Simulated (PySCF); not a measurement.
**C4H8SSi: density, localisation and related maps**

Input file:

```
{"job": {"kind": "nmr", "xc": "PBE0", "basis": "pcSseg-1"}, "charge": 0, "multiplicity": 1}
C     -2.515645    -0.299256     1.025561
C     -1.509605     0.324078     0.195349
C     -0.701850     0.843537    -0.523778
C      0.325855     1.466882    -1.312991
S      1.844414     1.822671    -0.321255
Si     2.466349    -0.159075     0.186630
H     -2.568292    -1.367424     0.815291
H     -2.266085    -0.156391     2.076773
H     -3.489751     0.148829     0.831155
H     -0.002018     2.439583    -1.681285
H      0.619554     0.835062    -2.152940
H      2.632642    -0.898741    -1.061392
H      1.444575    -0.783562     1.016260
H      3.719178     0.063358     0.884457
```

Command:

```sh
OMP_NUM_THREADS=1 python probes_run.py task.json out
```

Geometry: GFN2-xTB.

Theory: PySCF, PBE0/pcSseg-1, SCF density, gas phase, non-relativistic.

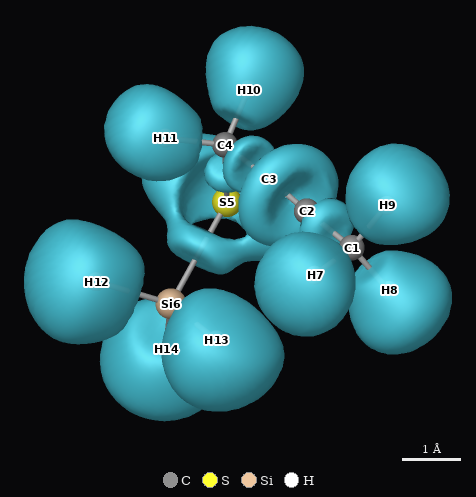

Figure 1. Isosurface of the ELF at 0.8 (cyan), seen at an oblique angle. Only the valence region is drawn (cores and ρ < 0.01 e/Å³ removed).

### Describe the localisation domains.

At this value the surface marks out three regions between bonded C–C atoms (shared pairs), one region between bonded C–S atoms (shared pairs), eight regions around hydrogen nuclei and one region on S in which the atom's valence shell and bonds are merged.


C–C (1.20 Å): the ELF peaks at about 0.80 between the atoms; a short, multiple covalent bond. C–S (1.85 Å): the ELF peaks at about 0.90 between the atoms, as expected for a shared electron pair.

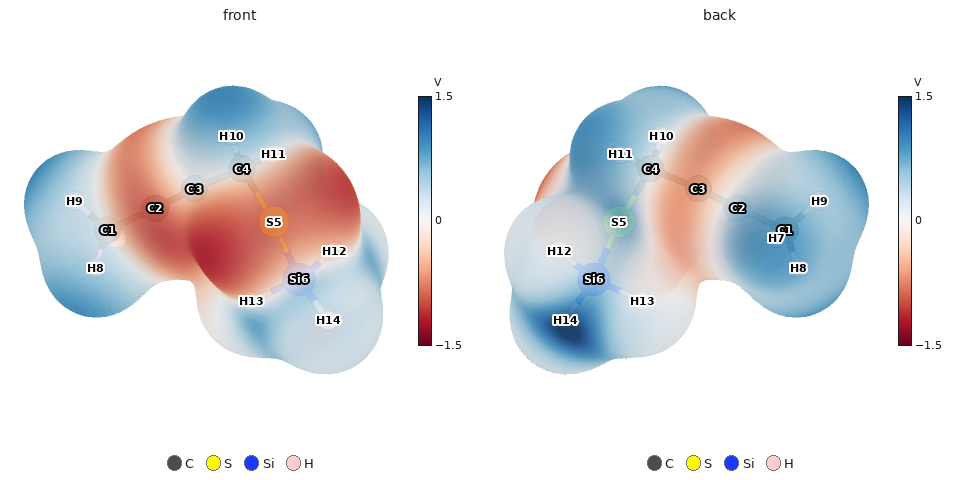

Figure 2. The electrostatic potential painted on the density surface at 0.002 e/bohr³, seen from the front and from behind; red is negative and blue positive.

### Describe the electrostatic potential map.

The most negative region (about −1.2 V) lies over S5, the most positive (about +1.4 V) over Si6.

### What dipole moment does the calculation give?

Its dipole moment is 2.07 D.

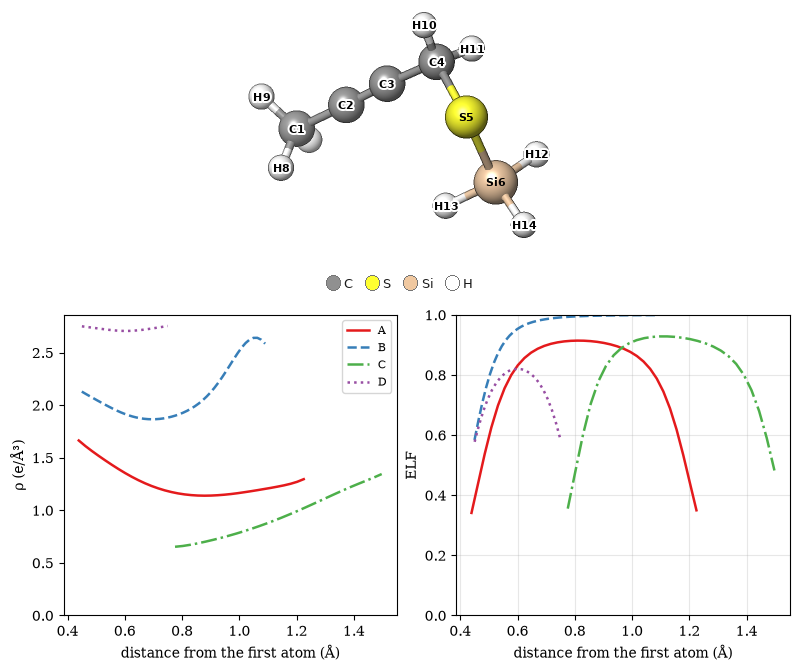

Figure 3. Total electron density and ELF along straight lines between neighbouring atoms. The curves leave out the atomic cores. The structure is drawn too.

### Which curve belongs to which contact (C–C, C–H, C–S and Si–S)? The first atom named is at distance zero.

Curve A: C–S (1.85 Å): ρ is about 1.1 e/Å³ halfway; the ELF peaks at about 0.90 between the atoms, as expected for localised, covalent bonding. Curve B: C–H (1.09 Å): ρ at the midpoint is about 2 e/Å³; the ELF climbs to about 1 towards the hydrogen, as it does in any bond to H; a covalent bond by its length. Curve C: Si–S (2.14 Å): the density is about 0.85 e/Å³ at the midpoint; the ELF peaks at about 0.95 between the atoms, as expected for a covalent bond. Curve D: C–C (1.20 Å): ρ is about 2.7 e/Å³ halfway; the ELF peaks at about 0.80 between the atoms: a multiple bond.
